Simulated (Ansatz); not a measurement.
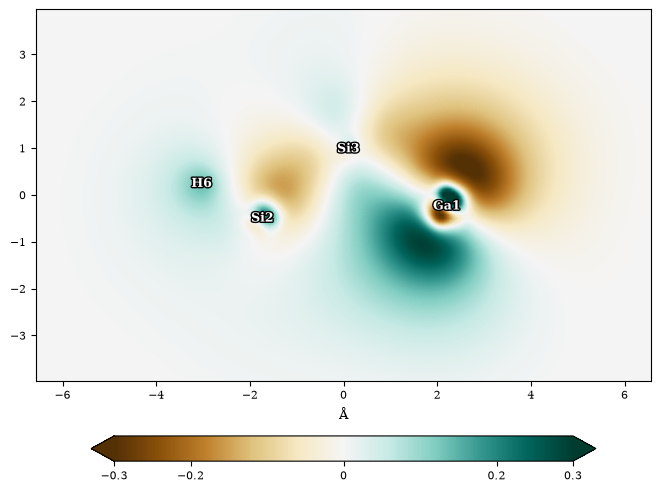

GaH$_{9}$Si$_{3}$ (SMILES [SiH3][SiH2][GaH][SiH3]). One frontier orbital on the plane of atoms Si3, Si2 and H6 (values in Å⁻³ᐟ²; the overall sign is arbitrary).

Geometry: B3LYP/6-31G*.

Level of theory: isolated molecule in a Gaussian basis; Kohn-Sham density functional theory, functional PBE0 in Ansatz 0.2.0.

The calculation's input:

```
crystal:
  periodic: [false, false, false]
  atoms:
    - {symbol: Ga, position_ang: [0.806732, -1.034772, 0.069427]}
    - {symbol: Si, position_ang: [3.614384, -0.190349, 2.711215]}
    - {symbol: Si, position_ang: [3.196867, -0.807146, 0.473550]}
    - {symbol: Si, position_ang: [-0.408313, -3.149815, 0.124200]}
    - {symbol: H, position_ang: [3.051308, -1.206588, 3.644549]}
    - {symbol: H, position_ang: [5.073677, -0.067426, 2.984132]}
    - {symbol: H, position_ang: [2.969636, 1.116896, 3.018694]}
    - {symbol: H, position_ang: [3.928589, -2.079965, 0.200837]}
    - {symbol: H, position_ang: [3.792502, 0.239714, -0.410364]}
    - {symbol: H, position_ang: [-0.020513, 0.290091, -0.227796]}
    - {symbol: H, position_ang: [0.392291, -4.274058, 0.685747]}
    - {symbol: H, position_ang: [-0.798019, -3.527212, -1.266919]}
    - {symbol: H, position_ang: [-1.662556, -3.037001, 0.923644]}
basis:
  gaussian:
    orbitals: def2-SVPD
hamiltonian:
  xc: {name: PBE0}
output:
  forces: true
  orbitals: {seedname: orbitals}
```

Launched as:

```sh
ansatz run input.yaml --threads 2 --pin off --max-ram 4350MiB --events-out events.jsonl --progress --plain --runs-dir runs
```

Which orbital is it: HOMO or LUMO?

The LUMO, at −2.44 eV. Its weight (Hirshfeld) is mainly on Ga1 (about 60 %).
